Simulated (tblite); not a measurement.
# C5H10SeSi: the cost of one run

The runs use tblite 0.8.0 and PySCF 2.14.0, with density-fitted response routines of our own; the level of theory stands in each step. All values are computed, except where a source is named. Atoms are numbered from 0 throughout.

## (1) Starting geometry

17 atoms, charge 0, multiplicity 1; geometry from: force field or distance geometry start.

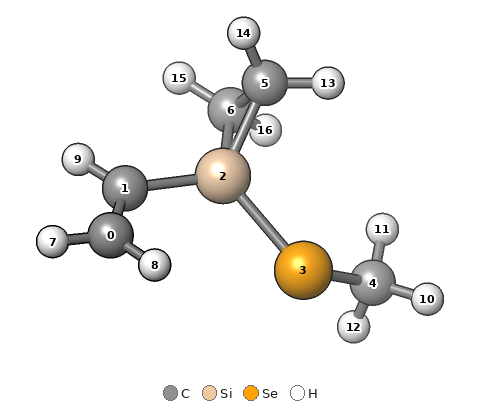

The starting geometry (carbon grey, silicon light orange, selenium orange, hydrogen white), atoms numbered; sticks join atoms by distance.

## (2) Relaxing the molecule with GFN2-xTB

Job settings and geometry (Å):

```
{"job": {"kind": "relax", "xc": "GFN2-xTB", "basis": "xTB"}, "charge": 0, "multiplicity": 1}
C     -2.223700    -2.133700     0.113400
C     -2.003000    -0.887300    -0.374700
Si    -0.454100    -0.016200     0.117300
Se     1.374700    -1.225300     0.583700
C      3.008700    -0.464400    -0.048600
C     -0.483300     1.678600     0.820500
C     -0.329300     1.672000    -0.678500
H     -3.147800    -2.630500    -0.180900
H     -1.521400    -2.620800     0.781000
H     -2.754800    -0.445200    -1.034600
H      3.789300    -0.671400     0.729500
H      2.930000     0.630400    -0.126300
H      3.296000    -0.938800    -0.983000
H      0.485600     1.997200     1.318400
H     -1.361700     2.121700     1.303700
H     -1.249300     2.052300    -1.192200
H      0.637100     1.893500    -1.158400
```

The run is started by

```
$ OMP_NUM_THREADS=1 python probes_run.py task.json out
```

One launch serves the whole session: the jobs run in the order shown.

Q: Estimate the wall time of this first job on 1 thread of Intel Xeon at 2.50GHz, shared host.

About 2.7 s.
